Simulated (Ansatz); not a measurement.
System: fcc Ni. Method: PBE-D4 (PAW; Ansatz, a first-principles code).

Settings: plane-wave cutoff 520 eV, 26×26×26 k mesh, Fermi–Dirac smearing 0.05 eV, spin-polarised with parallel moments, scalar-relativistic PAW data made under PBE.

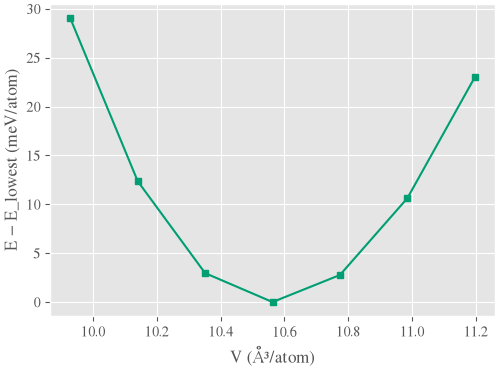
Figure: Total energy against volume

From the curve, estimate the equilibrium volume and the bulk modulus.

V0 ≈ 10.6 Å³/atom and B0 ≈ 220 GPa; the fit gives V0 = 10.562 Å³/atom, B0 = 217 GPa, B′ = 4.9.

Measured, for comparison: bulk modulus 192 GPa (0 K value with the zero-point phonon effect removed, our sources range from 186 to 195; as tabulated in Mejia-Rodriguez and Trickey (2018), arXiv:1807.09216); equilibrium volume per atom 10.79 Å³/atom (static lattice: zero-point anharmonic expansion removed; as tabulated in Mejia-Rodriguez and Trickey (2018), arXiv:1807.09216). Computed (rounded) less measured: bulk modulus +13 % (+11 % to +17 % over the range), equilibrium volume per atom -2.1 %.

The computed numbers hold no vibrational or temperature effects.
